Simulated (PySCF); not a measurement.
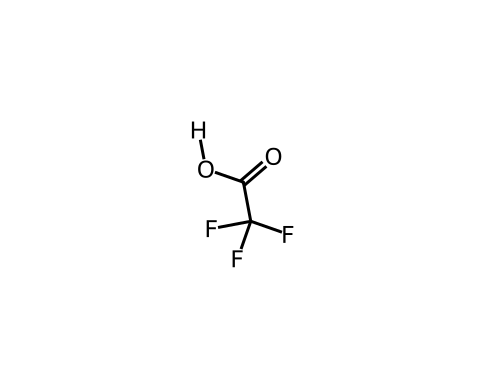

Figure made from data computed with PySCF.

Skeletal drawing of a molecule.

Write the SMILES.

O=C(O)C(F)(F)F

What is the molecular formula?

C2HF3O2.
